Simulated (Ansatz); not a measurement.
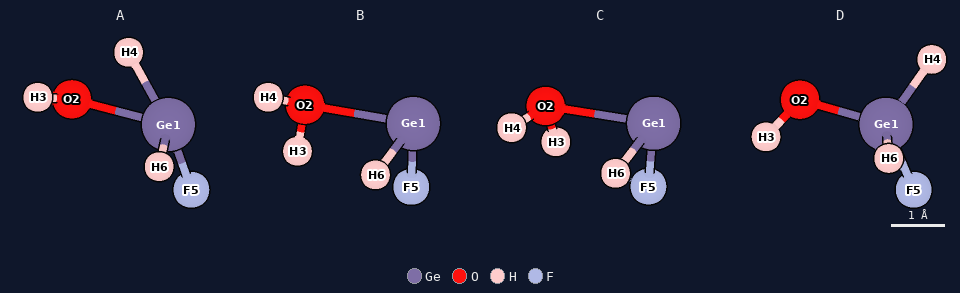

4 geometries from a converged minimum-energy path of GeH$_{3}$OF, shuffled. Style: ball-and-stick. Shown face on.

Method: RKS PBE0/def2-SVP in Ansatz. Settings: 7 movable images; climbing image; force threshold 0.05 eV/Å; iteration limit 60; starting path through a guess of the saddle point.

One of them is the converged climbing image. Which?

A. In order along the path, whose images run from 0 to 8: D (image 0, 0.0 kcal/mol), A (image 3, +60.5 kcal/mol), B (image 7, +20.7 kcal/mol), C (image 8, +19.3 kcal/mol). A hydrogen atom shifts from one atom to another. Breaking: Ge1–H4 (1.53 → 1.62 at the top → 2.71 Å). Forming: O2–H4 (2.63 → 1.41 at the top → 0.97 Å).

The run took 4.3 min on 1 thread of Arm Neoverse V1, with other jobs on the host, peak memory 0.15 GiB.
